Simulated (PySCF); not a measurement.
## Electronic structure of C6H9AlF2 in real space

```xyz
18

F     4.0184    1.5052   -1.3822
Al    2.9603    0.7647   -0.3567
F     3.5734    0.2497    1.0872
C     1.0566    0.4599   -0.7267
C     0.4132   -0.7948   -0.1691
C    -0.8123   -1.3021   -0.9106
C    -1.9733   -0.4572   -0.3618
C    -1.3505    0.8735    0.0902
C     0.0870    0.5248    0.4373
H     0.6509    0.7972   -1.6777
H     1.0263   -1.5144    0.3563
H    -0.9741   -2.3644   -0.7320
H    -0.7042   -1.1570   -1.9874
H    -2.7628   -0.3136   -1.0984
H    -2.4060   -0.9625    0.5027
H    -1.8766    1.2885    0.9489
H    -1.3894    1.6113   -0.7137
H     0.4546    0.7973    1.4173
```

Geometry: GFN2-xTB.

All numbers below come from PBE0/pcSseg-1, SCF density, gas phase, non-relativistic (PySCF).

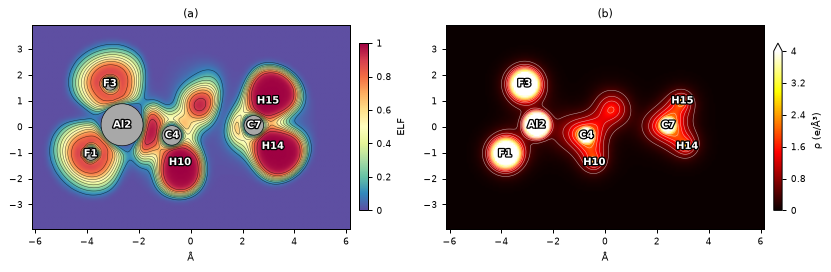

Figure 1. (a) ELF; (b) electron density on the plane of atoms Al2, C4 and H10. Grey discs cover the atomic cores in the ELF map.

Question: What does the map show?

Answer: Atoms in the plane: F, Al, C and H.
Al–F (1.65 Å): the density is about 0.86 e/Å³ at the midpoint; the ELF peaks at about 0.85 in the valence shell of F, 0.5 Å from its nucleus, and is about 0.30 at the midpoint.
C–Al (1.96 Å): ρ at the midpoint is about 0.71 e/Å³; the ELF peaks at about 0.95 between the atoms; a polar covalent bond.
C–H (1.09 Å): ρ at the midpoint is about 2 e/Å³; the ELF climbs to about 1 towards the hydrogen, as it does in any bond to H; a covalent bond by its length.
The ELF also peaks beside F1 and F3, away from the bonds: lone-pair regions.

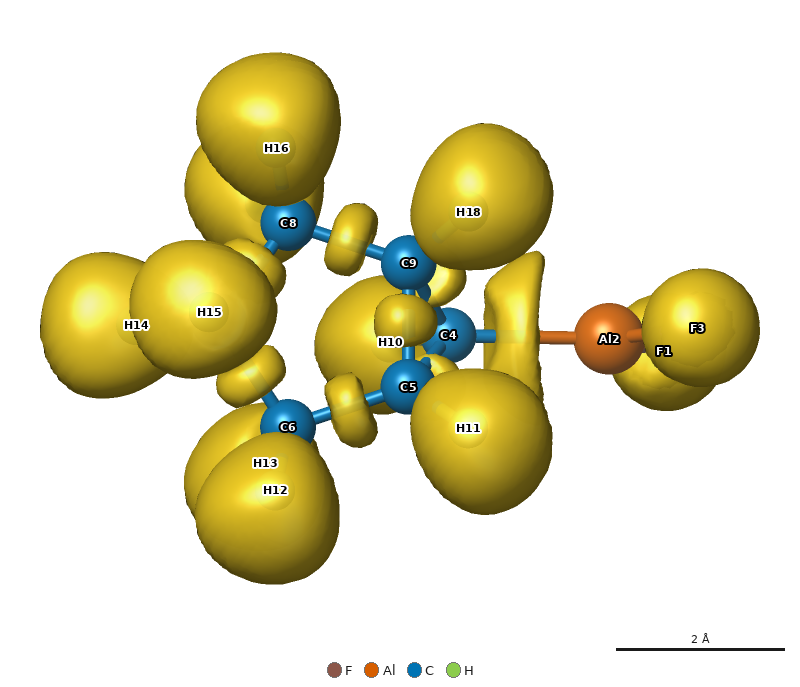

Figure 2. Isosurface of the electron localisation function at 0.8 (yellow), seen at a tilt. Core shells and regions of very low density are left out.

Question: Identify the bonds, lone pairs and shells in this picture.

Answer: The ELF exceeds this value in one region between bonded Al–C atoms (shared pairs), seven regions between bonded C–C atoms (shared pairs), nine regions around hydrogen nuclei and two regions wrapped around F (the valence shell of each).


C–C (1.49 Å): the ELF peaks at about 0.90 between the atoms (a covalent bond).

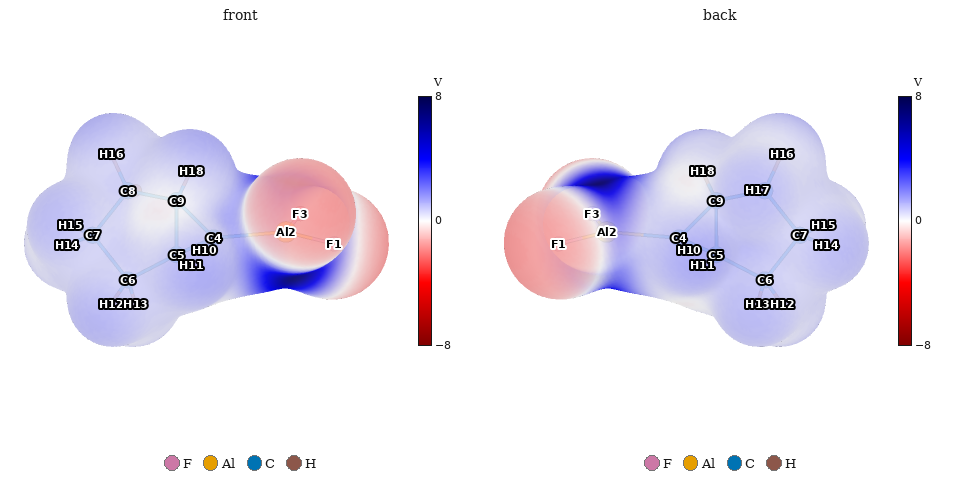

Figure 3. The electrostatic potential painted on the density surface at 0.004 e/bohr³, seen from the front and from behind; the colour scale runs from red (negative) to blue (positive).

Question: Describe the electrostatic potential map.

Answer: The most negative region (about −1.5 V) lies over F1 and F3, the most positive (about +6.6 V) over Al2.
